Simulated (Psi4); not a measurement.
# DSD-PBEP86/def2-SVP (density fitting for correlation) run of C2H8Si (dimethylsilane)

Aim: the vertical ionisation energy of C2H8Si (dimethylsilane) at DSD-PBEP86/def2-SVP (density fitting for correlation), from 2 runs. 

Program for the calculation: Psi4 1.11.

4 further runs of the same task are left out: 1 that didn't finish, 3 set aside as unsound or not needed.

## (1) The system as given

The species is C2H8Si (11 atoms), meant as a singlet with charge 0. SMILES: `C[SiH2]C`. The shape is that of a PBE0-D4/def2-TZVP optimisation.

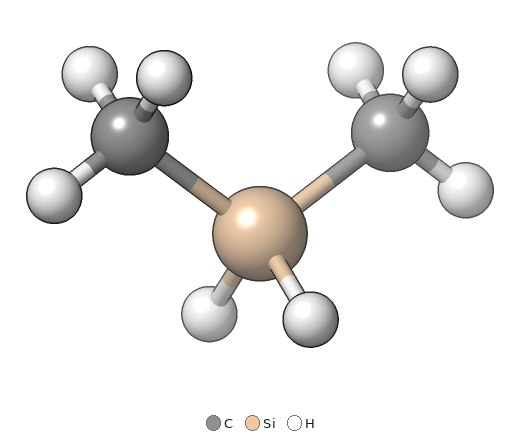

The structure, seen from a chosen angle (carbon grey, silicon light orange, hydrogen white).

## (2) The energy at DSD-PBEP86/def2-SVP (density fitting for correlation)

Contents of c2h8si.inp:

```
memory 1600 mb

molecule molecule1 {
  C     -1.050200     0.967200    -0.661200
  Si    -0.309200    -0.653200    -0.087600
  C      1.346600    -0.392300     0.745700
  H     -2.015800     0.806900    -1.146100
  H     -0.391700     1.464600    -1.377800
  H     -1.204900     1.644900     0.182100
  H     -0.139900    -1.564200    -1.256100
  H     -1.245100    -1.319300     0.863300
  H      2.058200     0.075200     0.060400
  H      1.772600    -1.342000     1.077400
  H      1.244800     0.255200     1.620300
  units angstrom
  symmetry c1
  no_reorient
  no_com
}

set puream true
set e_convergence 1e-09
set d_convergence 1e-08
set scf_type pk
set dft_radial_points 99
set dft_spherical_points 590
set num_frozen_docc 7

energy('dsd-pbep86/def2-SVP')
```

Command:

```bash
$ psi4 c2h8si.inp c2h8si.out -n 1
```

c2h8si.out:

```text
[...]
  Running in c1 symmetry.
[...]
  Nuclear repulsion =  114.158504220796615
[...]
  Multiplicity = 1
[...]
  Nalpha       = 17
  Nbeta        = 17
[...]
    Number of basis functions: 86
[...]
   @RKS iter   1:  -369.52618047416343   -5.09949e-01   5.96619e-03 ADIIS/DIIS
[...]
   @RKS iter   9:  -369.67666781059904   -2.17710e-11   7.68871e-09 DIIS
[...]
    Orbital Energies [Eh]
    ---------------------
    Doubly Occupied:
       1A    -67.808492     2A    -10.843494     3A    -10.843465
       4A     -5.818311     5A     -4.012212     6A     -4.012018
       7A     -4.011774     8A     -0.870160     9A     -0.840095
      10A     -0.613723    11A     -0.522848    12A     -0.518789
      13A     -0.498698    14A     -0.498447    15A     -0.408900
      16A     -0.406118    17A     -0.401929
[...]
  @RKS Final Energy:  -369.67666781059904
   => Energetics <=
    Nuclear Repulsion Energy =            114.1585042207966154
    One-Electron Energy =                -734.7712536879864729
    Two-Electron Energy =                 260.8245616618092413
    DFT Exchange-Correlation Energy =      -9.8884800052184723
    Empirical Dispersion Energy =           0.0000000000000000
    VV10 Nonlocal Energy =                  0.0000000000000000
    Total Energy =                       -369.6766678105990422
[...]
 Multipole Moments:
 ------------------------------------------------------------------------------------
     Multipole            Electronic (a.u.)      Nuclear  (a.u.)        Total (a.u.)
 ------------------------------------------------------------------------------------
 L = 1.  Multiply by 2.5417464519 to convert [e a0] to [Debye]
 Dipole X            :          4.8008425           -4.6717809            0.1290615
 Dipole Y            :         10.9883811          -10.7224950            0.2658861
 Dipole Z            :          1.3516713           -1.3150604            0.0366109
 Magnitude           :                                                    0.2978131
[...]
```

Wall time 24 s (1 thread of Intel Xeon Platinum 8259CL at 2.50GHz (Skylake/Cascade Lake), shared host); peak memory 0.98 GiB.

## (3) The doublet cation at the same level

Contents of job.json:

```json
{
 "schema_name": "qcschema_input",
 "schema_version": 1,
 "molecule": {
  "schema_name": "qcschema_molecule",
  "schema_version": 2,
  "symbols": ["C", "Si", "C", "H", "H", "H", "H", "H", "H", "H", "H"],
  "geometry": [-1.98459038, 1.82774311, -1.24948691, -0.58430332, -1.2343691, -0.16554001, 2.5447052, -0.74133956, 1.40916877, -3.80930992, 1.52482001, -2.16581511, -0.74020572, 2.76769288, -2.60366465, -2.27693101, 3.1084105, 0.34411913, -0.26437268, -2.9559096, -2.37368499, -2.352898, -2.49311568, 1.63140056, 3.88943431, 0.1421074, 0.11413946, 3.34972853, -2.53601246, 2.03599093, 2.35233108, 0.48225811, 3.06192324],
  "molecular_charge": 1,
  "molecular_multiplicity": 2,
  "fix_symmetry": "c1",
  "fix_com": true,
  "fix_orientation": true
 },
 "driver": "energy",
 "model": {
  "method": "dsd-pbep86",
  "basis": "def2-SVP"
 },
 "keywords": {
  "reference": "uks",
  "puream": true,
  "e_convergence": 1e-09,
  "d_convergence": 1e-08,
  "scf_type": "pk",
  "dft_radial_points": 99,
  "dft_spherical_points": 590,
  "num_frozen_docc": 7,
  "maxiter": 200
 }
}
```

Command:

```bash
$ psi4 --qcschema job.json -n 1 --memory 1600MB
```

stdout:

```text
[...]
  Running in c1 symmetry.
[...]
  Nuclear repulsion =  114.158504277764436
[...]
  Multiplicity = 2
[...]
  Nalpha       = 17
  Nbeta        = 16
[...]
    Number of basis functions: 86
[...]
   @UKS iter   1:  -369.10548791590077   -8.92560e-02   5.80102e-03 ADIIS/DIIS
[...]
   @UKS iter  20:  -369.25827140608413   -2.88765e-10   7.46672e-09 DIIS
[...]
   @S^2 Observed:                7.818653684E-01
[...]
    Orbital Energies [Eh]
    ---------------------
    Alpha Occupied:
       1A    -68.085226     2A    -11.044780     3A    -11.044750
       4A     -6.096436     5A     -4.295915     6A     -4.287287
       7A     -4.286697     8A     -1.082497     9A     -1.039443
      10A     -0.913423    11A     -0.798104    12A     -0.715815
      13A     -0.696707    14A     -0.696339    15A     -0.694124
      16A     -0.656422    17A     -0.612845
    Alpha Virtual:
      18A     -0.092798    19A     -0.083990    20A     -0.069801
      21A     -0.027301    22A     -0.000926    23A      0.028954
      24A      0.031712    25A      0.047423    26A      0.054529
[...]
  @UKS Final Energy:  -369.25827140608413
   => Energetics <=
    Nuclear Repulsion Energy =            114.1585042777644361
    One-Electron Energy =                -726.7156548635526860
    Two-Electron Energy =                 253.0893790186023580
    DFT Exchange-Correlation Energy =      -9.7904998388982545
    Empirical Dispersion Energy =           0.0000000000000000
    VV10 Nonlocal Energy =                  0.0000000000000000
    Total Energy =                       -369.2582714060841340
[...]
 Multipole Moments:
 ------------------------------------------------------------------------------------
     Multipole            Electronic (a.u.)      Nuclear  (a.u.)        Total (a.u.)
 ------------------------------------------------------------------------------------
 L = 1.  Multiply by 2.5417464519 to convert [e a0] to [Debye]
 Dipole X            :          4.1356379           -4.6717810           -0.5361431
 Dipole Y            :          9.5873373          -10.7224949           -1.1351576
 Dipole Z            :          1.1633031           -1.3150604           -0.1517573
 Magnitude           :                                                    1.2645404
[...]
```

The result, in JSON:

```text
{
 "driver": "energy",
 "model": {
  "method": "dsd-pbep86",
  "basis": "def2-SVP"
 },
 "success": true,
 "return_result": -369.46559787108566,
 "properties": {
  "calcinfo_nbasis": 86,
  "calcinfo_nmo": 86,
  "calcinfo_nalpha": 17,
  "calcinfo_nbeta": 16,
  "calcinfo_natom": 11,
  "nuclear_repulsion_energy": 114.15850427776444,
  "return_energy": -369.46559787108566,
  "scf_one_electron_energy": -726.7156548635527,
  "scf_two_electron_energy": 253.08937901860236,
  "scf_xc_energy": -9.790499838898254,
  "scf_dipole_moment": [-0.536143075818396, -1.135157617537386, -0.15175728060836446],
  "scf_total_energy": -369.25827140608413,
  "scf_iterations": 20
 }
}
```

It took 61 s on 1 thread of Intel Xeon Platinum 8259CL at 2.50GHz (Skylake/Cascade Lake), shared host; peak memory 0.98 GiB.

## (4) Summary of results

Level: DSD-PBEP86/def2-SVP (density fitting for correlation), 7 core orbitals frozen.

| quantity | value |
| --- | --- |
| singlet C2H8Si: total energy | -369.89133 Eh |
| singlet C2H8Si: HOMO energy (SCF part's orbitals) | -10.94 eV |
| singlet C2H8Si: LUMO energy (SCF part's orbitals) | 3.34 eV |
| singlet C2H8Si: HOMO–LUMO gap (SCF part's orbitals) | 14.27 eV |
| doublet cation: total energy | -369.46560 Eh |
| doublet cation: HOMO energy (SCF part's orbitals) (highest over α and β) | -16.68 eV |
| doublet cation: LUMO energy (SCF part's orbitals) (lowest over α and β) | -11.60 eV |
| doublet cation: ⟨S²⟩ | 0.782 |
| vertical ionisation energy (to the doublet cation) | 11.585 eV |

In words: Removing an electron at fixed nuclei costs 11.58 eV (267 kcal/mol). −ε(HOMO) before ionisation, 10.94 eV, is 0.65 eV below this ionisation energy.
